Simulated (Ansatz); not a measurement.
## Single-point calculation of CH6N2OSi

The run: single-point calculation of CH6N2OSi. Method and program: RKS B3LYP-D4/def2-TZVPP (Ansatz 0.2.0).

The geometry comes from this level: PBE0-D4/def2-TZVP. Figures and captions count atoms from 1; the log counts them from 0 in places.

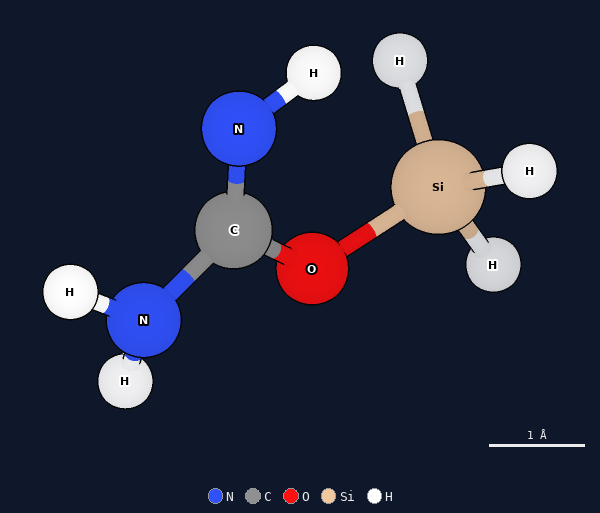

*The input geometry (ball-and-stick view, seen at a tilt).*

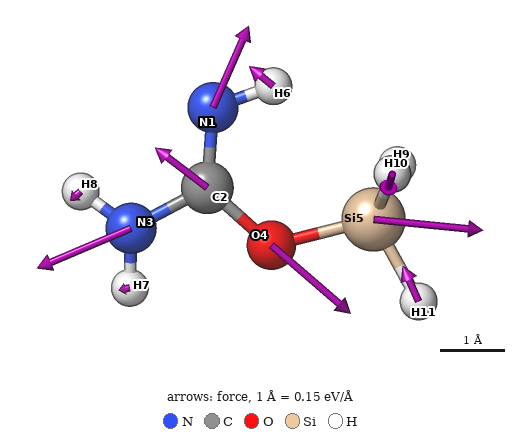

*Forces on the atoms as pink arrows (ball-and-stick view, seen on its broad side; atoms are numbered from 1 in the order of the input).*

The largest act on Si5 (0.26 eV/Å); O4 (0.25 eV/Å); N3 (0.24 eV/Å); N1 (0.21 eV/Å), among others. The geometry is not a stationary point of this energy.

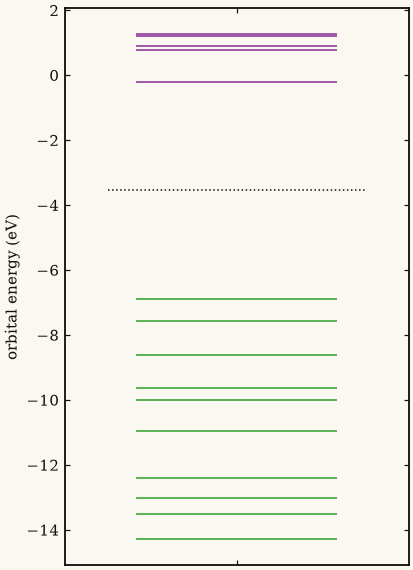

*Orbital energies near the frontier; the dotted line parts filled from empty levels, and levels within 0.02 eV of each other stand side by side.*

Highest filled −6.88 eV, lowest empty −0.21 eV, 6.67 eV apart.

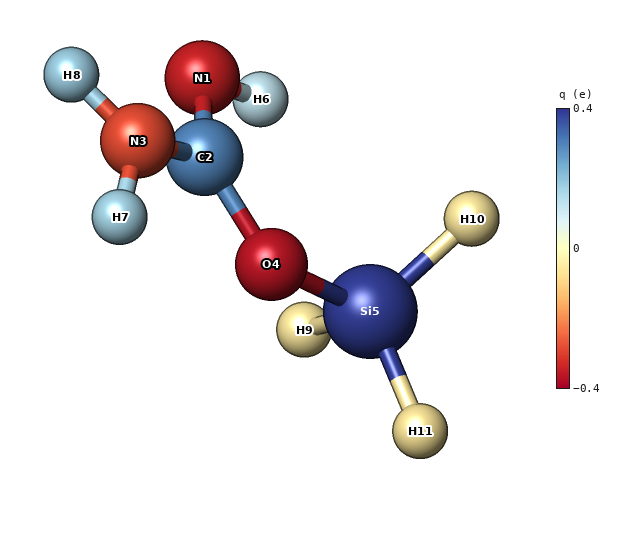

*Mulliken charges, as the colour of each atom (ball-and-stick view, seen at a tilt; atoms are numbered from 1 in the order of the input).*

By element: N −0.34 to −0.28, C +0.29, O −0.36, Si +0.38 and H −0.06 to +0.18 e.

The input and output of the run follow.

The input:
```yaml
crystal:
  periodic: [false, false, false]
  atoms:
    - {symbol: N, position_ang: [1.212096, 0.341046, 1.071065]}
    - {symbol: C, position_ang: [0.489654, -0.544211, 0.521329]}
    - {symbol: N, position_ang: [0.630890, -1.869110, 0.806098]}
    - {symbol: O, position_ang: [-0.474500, -0.368610, -0.418814]}
    - {symbol: Si, position_ang: [-0.867953, 1.106936, -1.079175]}
    - {symbol: H, position_ang: [1.040363, 1.277499, 0.723303]}
    - {symbol: H, position_ang: [-0.148722, -2.467305, 0.600536]}
    - {symbol: H, position_ang: [1.167446, -2.077107, 1.629322]}
    - {symbol: H, position_ang: [-1.336432, 2.041087, -0.024968]}
    - {symbol: H, position_ang: [0.305354, 1.695820, -1.770975]}
    - {symbol: H, position_ang: [-1.952898, 0.806953, -2.036920]}
basis:
  gaussian: {orbitals: def2-TZVPP}
hamiltonian: {xc: {name: B3LYP}, dispersion: d4}
output: {forces: true, orbitals: {seedname: orbitals}}
```

Run as:
```bash
ansatz run in.yaml --threads 4 --pin off --events-out ev --progress --plain --max-ram 10444MiB
```

Log:
```
Functional definition: B3LYP
  name "B3LYP"
  cite "Stephens, Devlin, Chabalowski & Frisch, J. Phys. Chem. 98, 11623 (1994) doi:10.1021/j100096a001"
  cite "Becke, Phys. Rev. A 38, 3098 (1988) doi:10.1103/PhysRevA.38.3098"
  cite "Lee, Yang & Parr, Phys. Rev. B 37, 785 (1988) doi:10.1103/PhysRevB.37.785"
  cite "Vosko, Wilk & Nusair, Can. J. Phys. 58, 1200 (1980) doi:10.1139/p80-159"
  parameter a0 = 0.2
  parameter ax = 0.72
  parameter ac = 0.81
  exchange = (1 - a0 - ax)*slater_x + ax*b88_x + a0*exact_x
  correlation = (1 - ac)*vwn_rpa_c + ac*lyp_c
1286 factors; their error is unknown
mean field evaluation 1: about -14032.8137 eV, gradient 7.9e1 eV
mean field evaluation 2: about -14018.3653 eV, gradient 1.1e2 eV
mean field evaluation 4: about -14043.6257 eV, gradient 1.0e1 eV
mean field evaluation 8: about -14043.8393 eV, gradient 2.4e-1 eV
mean field evaluation 16: about -14043.8587 eV, gradient 3.5e-4 eV
mean field -14043.85865712 eV, -516.1022863800 hartree, gradient 4.6e-5 eV, S^2 0.000000; 0 other end points of the search recorded, 0 dependent functions left out
the calculation of the forces begins
reference -14043.85892359 eV, -516.1022961724 hartree; 24, 24 occupied and 226, 226 virtual orbitals, 1286 factors
Total energy: -14044.21331417 eV, -516.1153197860 hartree
Atom 0 at     1.212096     0.341046     1.071065 Å, force     0.080901     0.190537     0.048804 eV/Å
Atom 1 at     0.489654    -0.544211     0.521329 Å, force     0.112925    -0.032977     0.104679 eV/Å
Atom 2 at     0.630890    -1.869110     0.806098 Å, force     0.032366    -0.230568     0.072652 eV/Å
Atom 3 at    -0.474500    -0.368610    -0.418814 Å, force    -0.177692     0.037111    -0.170760 eV/Å
Atom 4 at    -0.867953     1.106936    -1.079175 Å, force    -0.120602     0.179457    -0.147819 eV/Å
Atom 5 at     1.040363     1.277499     0.723303 Å, force     0.052918    -0.012916     0.053230 eV/Å
Atom 6 at    -0.148722    -2.467305     0.600536 Å, force     0.007768    -0.024596     0.011444 eV/Å
Atom 7 at     1.167446    -2.077107     1.629322 Å, force    -0.002620    -0.034348     0.001859 eV/Å
Atom 8 at    -1.336432     2.041087    -0.024968 Å, force     0.028857    -0.061243    -0.076187 eV/Å
Atom 9 at     0.305354     1.695820    -1.770975 Å, force    -0.083021    -0.037062     0.043569 eV/Å
Atom 10 at    -1.952898     0.806953    -2.036920 Å, force     0.068200     0.026604     0.058528 eV/Å
Dipole moment:    -0.370925    -0.155556    -0.128581 e Å
```

Results in brief:

```tsv
quantity	value
outcome	converged
total energy	−14044.2133 eV
mean-field energy	−14043.8589 eV
dispersion energy	−0.3544 eV
SCF solution under orbital rotations	stable
HOMO	−6.88 eV
LUMO	−0.21 eV
largest force (length of the vector)	0.262 eV/Å
dipole moment	2.03 D
hardware	4 threads of INTEL XEON PLATINUM @ 2.10GHz, 23 GiB of memory available, shared host
wall time	2.7 s (CPU time 9.5 s)
peak memory	0.7 GiB
```
